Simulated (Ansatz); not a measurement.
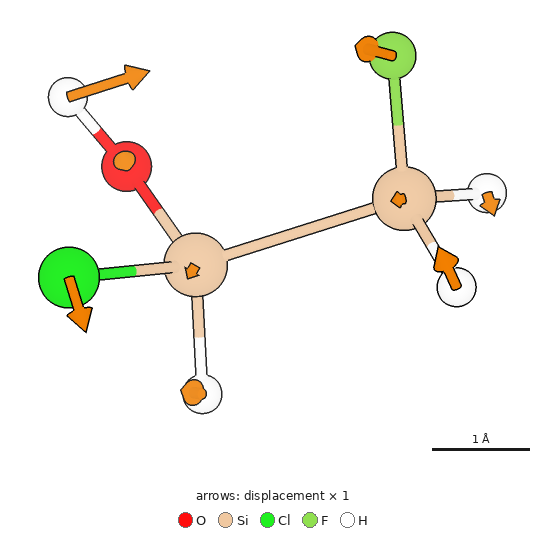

This is a relaxation of Si$_{2}$H$_{4}$OClF (coarse preliminary run). The starting structure is drawn; orange arrows show the displacements, at their true length. The two geometries are superimposed by the best rigid fit.

Style: ball-and-stick. Shown at a tilt.

The start comes from a force field.

Computed with RKS PBE-D4/def2-SVP in Ansatz 0.2.0. (force threshold 0.03 eV/Å; at most 200 steps)

**What did the optimiser do to the structure, and how much energy did it gain?**

The energy falls by 0.422 eV in 20 accepted moves (21 points after the start). Largest force component: 3.4 eV/Å at the start, 0.0091 eV/Å at the end. The line search rejected the trial step at point 6 of the run. The forces were under the threshold at step 12, but the run went on from there. The largest move after the best rigid fit is that of an H atom, 0.93 Å. By element the largest moves are H 0.93 Å, F 0.70 Å, Cl 0.63 Å, O 0.30 Å, Si 0.18 Å. Some distances before and after: O–Si 1.606 → 1.677 Å, H–O 1.044 → 0.978 Å, H–Si 1.443 → 1.505 Å, F–Si 1.604 → 1.662 Å. Bond angles that change, for instance: O–Si–Si 114.6° → 102.6°, Si–Si–F 108.1° → 98.8°, Si–Si–H 110.4° → 119.4°. Groups turn about O–Si by about 60°, Si–Si by about 30°. The run took 26 s on 4 threads of Intel Xeon Platinum 8488C, on a shared host.
